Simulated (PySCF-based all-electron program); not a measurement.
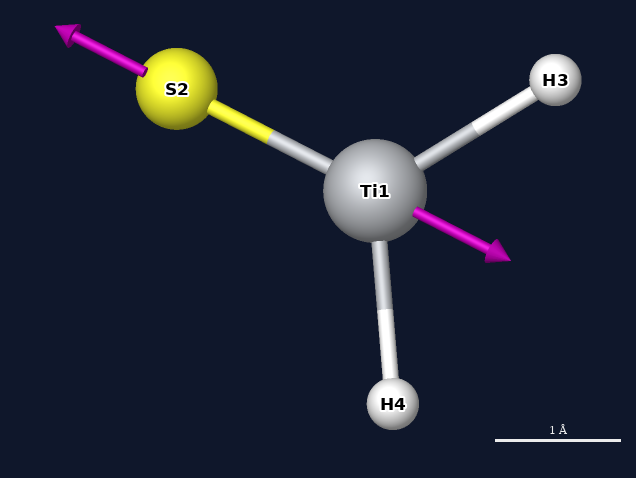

Arrows show the forces on the atoms, 0.1 Å of arrow for 1 eV/Å; forces under a tenth of the largest aren't drawn. Charge 0, singlet. Level of theory: PBE, all-electron, scalar-relativistic (Koelling-Harmon), large uncontracted Gaussian sets (PySCF-based all-electron program).

Along which bond is the force strongest?

Ti1–S2, now 1.854 Å: the forces push its atoms apart, so a first step downhill lengthens it.

List the force components in the frame of the picture (x right, y up, z towards the viewer), in eV/Å.

| atom | Fx | Fy | Fz |
| --- | --- | --- | --- |
| Ti1 | 7.68 | −3.95 | 2.40 |
| S2 | −7.26 | 3.74 | −2.27 |
| H3 | 0.04 | 0.59 | −0.05 |
| H4 | −0.45 | −0.38 | −0.09 |
